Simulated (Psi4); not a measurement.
# CH2BCl2 (SMILES [CH2]B(Cl)Cl) at UHF/STO-3G

What is the vertical ionisation energy of CH2BCl2 at UHF/STO-3G? 

The results are computed with Psi4 1.11.

2 further runs of the same task are left out: 2 set aside as unsound or not needed.

### Step 1. The system as given

CH2BCl2: 6 atoms, total charge 0, spin state doublet. As SMILES, `[CH2]B(Cl)Cl`. The coordinates come from a GFN2-xTB relaxation.

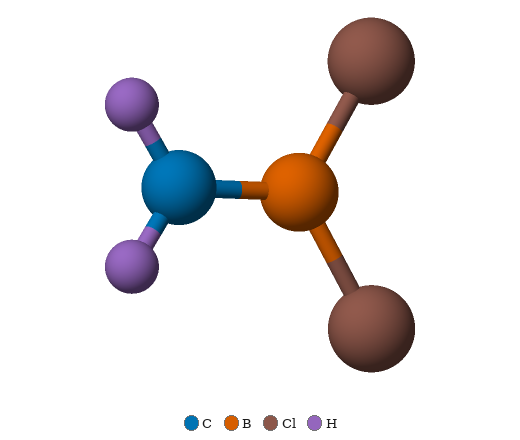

Viewed from a chosen angle; carbon blue, boron orange, chlorine brown, hydrogen purple.

### Step 2. Energy and forces at UHF/STO-3G

Contents of input.in:

```
memory 1600 mb

molecule m {
  0 2
  C
  B 1 1.493759
  Cl 2 1.741534 1 121.0393
  Cl 2 1.74185 1 120.94901 3 -179.99902
  H 1 1.076914 2 122.88706 3 0.06021
  H 1 1.077355 5 114.16374 2 -179.75788
  units angstrom
  symmetry c1
  no_reorient
  no_com
}

set {
  basis STO-3G
  reference uhf
  puream true
  e_convergence 1e-09
  d_convergence 1e-08
  scf_type pk
  maxiter 200
}

e, wfn = gradient('hf', return_wfn=True)
oeprop(wfn, 'MULLIKEN_CHARGES', 'LOWDIN_CHARGES', 'WIBERG_LOWDIN_INDICES')
```

Started as:

```console
$ psi4 input.in input.out -n 1
```

input.out, shortened:

```text
[...]
  Running in c1 symmetry.
[...]
  Nuclear repulsion =  170.956224627694439
[...]
  Multiplicity = 2
[...]
  Nalpha       = 24
  Nbeta        = 23
[...]
    Number of basis functions: 30
[...]
   @UHF iter   1:  -972.06977424510262   -1.81747e+00   9.55947e-03 ADIIS/DIIS
[...]
   @UHF iter  12:  -972.14747225175415   -3.41061e-12   7.19710e-09 DIIS
[...]
   @S^2 Observed:                7.590903505E-01
[...]
    Orbital Energies [Eh]
    ---------------------
    Alpha Occupied:
       1A   -103.719090     2A   -103.718860     3A    -11.062243
       4A    -10.401369     5A    -10.401156     6A     -7.844919
       7A     -7.844686     8A     -7.840963     9A     -7.840727
      10A     -7.839618    11A     -7.839331    12A     -7.554213
      13A     -1.088719    14A     -1.026603    15A     -0.956123
      16A     -0.641824    17A     -0.599654    18A     -0.552940
      19A     -0.497946    20A     -0.490253    21A     -0.418518
      22A     -0.414781    23A     -0.401900    24A     -0.382951
    Alpha Virtual:
      25A      0.238053    26A      0.435118    27A      0.464716
[...]
  @UHF Final Energy:  -972.14747225175415
   => Energetics <=
    Nuclear Repulsion Energy =            170.9562246276944393
    One-Electron Energy =               -1684.0568346563215982
    Two-Electron Energy =                 540.9531377768730636
    Total Energy =                       -972.1474722517541522
  UHF NO Occupations:
  HONO-2 :   22  A 1.9988688
  HONO-1 :   23  A 1.9973566
[...]
 Multipole Moments:
 ------------------------------------------------------------------------------------
     Multipole            Electronic (a.u.)      Nuclear  (a.u.)        Total (a.u.)
 ------------------------------------------------------------------------------------
 L = 1.  Multiply by 2.5417464519 to convert [e a0] to [Debye]
 Dipole X            :          0.0033244           -0.0039196           -0.0005951
 Dipole Y            :         -0.0002571           -0.0012287           -0.0014859
 Dipole Z            :          4.1656209           -5.1513097           -0.9856888
 Magnitude           :                                                    0.9856901
[...]
  -Total Gradient:
     Atom            X                  Y                   Z
    ------   -----------------  -----------------  -----------------
       1        0.000137119053    -0.000152042873     0.020995347035
       2       -0.000035404732    -0.000297294859     0.000939510544
       3       -0.000006549260     0.024333520020    -0.012140477083
       4        0.000002913142    -0.024211246099    -0.012125576411
       5       -0.000049449513     0.006793709259     0.001322380565
       6       -0.000048628690    -0.006466645463     0.001008815346
[...]
  Mulliken Charges: (a.u.)
   Center  Symbol    Alpha    Beta     Spin     Total
       1     C     3.62489  2.54575  1.07915 -0.17064
       2     B     2.30706  2.27629  0.03077  0.41665
       3    CL     8.61453  8.59218  0.02235 -0.20672
       4    CL     8.61467  8.59229  0.02238 -0.20697
       5     H     0.41945  0.49674 -0.07730  0.08381
       6     H     0.41939  0.49675 -0.07736  0.08386
   Total alpha = 24.00000, Total beta = 23.00000, Total charge = -0.00000
  Lowdin Charges: (a.u.)
   Center  Symbol    Alpha    Beta     Spin     Total
[...]
```

Run time: 4.2 s. Hardware: 1 thread of Intel Xeon Platinum 8375C at 2.90GHz (Ice Lake), shared host; peak memory 0.18 GiB.

### Step 3. The singlet cation, same level

Contents of input.dat:

```
memory 1.6 GB

molecule system {
  1 1
  C     -0.093530     0.844010    -0.051280
  B      0.070010    -0.637970     0.039860
  Cl     1.103090    -1.354990     1.244670
  Cl    -0.767720    -1.700770    -1.056820
  H      0.409700     1.529570     0.609410
  H     -0.721560     1.320150    -0.785830
  symmetry c1
}

set {
  puream true
  e_convergence 1e-09
  d_convergence 1e-08
  scf_type pk
}

e_tot, wfn = gradient('hf/STO-3G', return_wfn=True)
print_variables()
```

Started as:

```console
$ psi4 input.dat output.dat -n 1
```

output.dat, shortened:

```text
[...]
  Running in c1 symmetry.
[...]
  Nuclear repulsion =  170.956222912649821
[...]
  Multiplicity = 1
[...]
  Nalpha       = 23
  Nbeta        = 23
[...]
    Number of basis functions: 30
[...]
   @RHF iter   1:  -971.61850572381786   -1.36621e+00   1.53665e-02 DIIS/ADIIS
[...]
   @RHF iter  10:  -971.81023770075922   -2.95586e-12   5.26651e-09 DIIS
[...]
  @RHF Final Energy:  -971.81023770075922
   => Energetics <=
    Nuclear Repulsion Energy =            170.9562229126498210
    One-Electron Energy =               -1671.2018873211195569
    Two-Electron Energy =                 528.4354267077105760
    Total Energy =                       -971.8102377007592168
[...]
 Multipole Moments:
 ------------------------------------------------------------------------------------
     Multipole            Electronic (a.u.)      Nuclear  (a.u.)        Total (a.u.)
 ------------------------------------------------------------------------------------
 L = 1.  Multiply by 2.5417464519 to convert [e a0] to [Debye]
 Dipole X            :          0.1828295           -0.5601819           -0.3773523
 Dipole Y            :         -1.6758228            5.1110132            3.4351904
 Dipole Z            :          0.1057160           -0.3158401           -0.2101240
 Magnitude           :                                                    3.4622362
[...]
  -Total Gradient:
     Atom            X                  Y                   Z
    ------   -----------------  -----------------  -----------------
       1        0.006774290037    -0.062421535809     0.004209730374
       2       -0.012910245504     0.120021621117    -0.007257650200
       3       -0.002267321892    -0.010616715298    -0.003489611781
       4        0.004346516863    -0.009395219726     0.004619271343
       5       -0.017202679125    -0.022521926350    -0.022793786015
       6        0.021259439633    -0.015066223935     0.024712046295
[...]
```

Run time: 3.9 s. Hardware: 1 thread of Intel Xeon Platinum 8375C at 2.90GHz (Ice Lake), shared host; peak memory 0.18 GiB.

### Step 4. Summary of results

At UHF/STO-3G:

| quantity | value |
| --- | --- |
| doublet CH2BCl2: total energy | -972.14747 Eh |
| doublet CH2BCl2: dipole moment | 2.51 D |
| doublet CH2BCl2: HOMO energy (highest over α and β) | -10.42 eV |
| doublet CH2BCl2: LUMO energy (lowest over α and β) | 3.15 eV |
| doublet CH2BCl2: ⟨S²⟩ | 0.759 |
| doublet CH2BCl2: largest force on an atom | 1.398 eV/Å |
| singlet cation: total energy | -971.81024 Eh |
| singlet cation: HOMO energy | -16.86 eV |
| singlet cation: LUMO energy | -7.73 eV |
| singlet cation: HOMO–LUMO gap | 9.13 eV |
| singlet cation: largest force on an atom | 6.219 eV/Å |
| vertical ionisation energy (to the singlet cation) | 9.177 eV |

The vertical ionisation energy comes to 9.18 eV (212 kcal/mol). The largest force (doublet CH2BCl2) is 1.40 eV/Å: the shape isn't a stationary point for this species at this level. Only the singlet of the ionised species was computed; a triplet could lie lower. In a minimal basis such a difference can be off by several eV, whatever the method. Mulliken charges (doublet CH2BCl2) run from -0.21 on Cl4 to +0.42 on B2.
